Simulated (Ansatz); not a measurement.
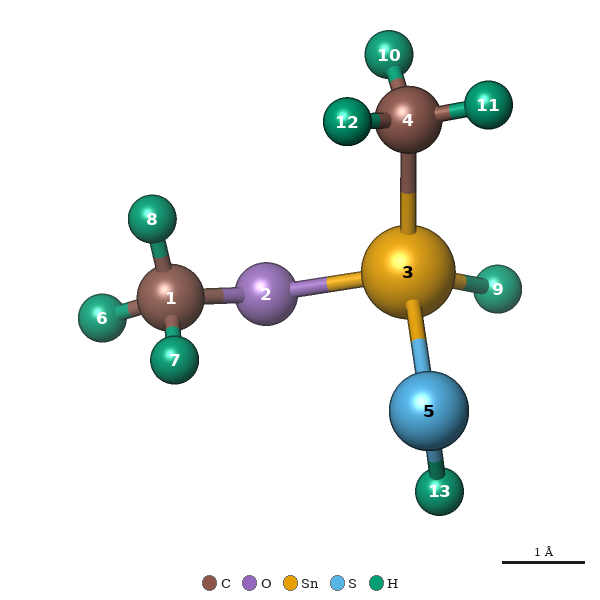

Orthographic view with a scale bar. The geometry was computed by an optimisation with PBE0-D4/def2-TZVP. No frequency run is at hand to confirm it as a minimum.

Give an XYZ file in the frame of the picture: x to the right, y up, z towards the viewer, origin at the mean of the atomic positions.

```xyz
13
C2H8OSSn
C   -1.94  -0.49  -0.49
O   -0.77  -0.44  -1.27
Sn   0.98  -0.17  -0.40
C    0.98   1.69   0.63
S    1.23  -1.88   1.28
H   -2.78  -0.74  -1.15
H   -1.89  -1.25   0.30
H   -2.16   0.48  -0.02
H    2.07  -0.38  -1.68
H    0.74   2.49  -0.07
H    1.96   1.87   1.07
H    0.23   1.67   1.42
H    1.36  -2.86   0.38
```
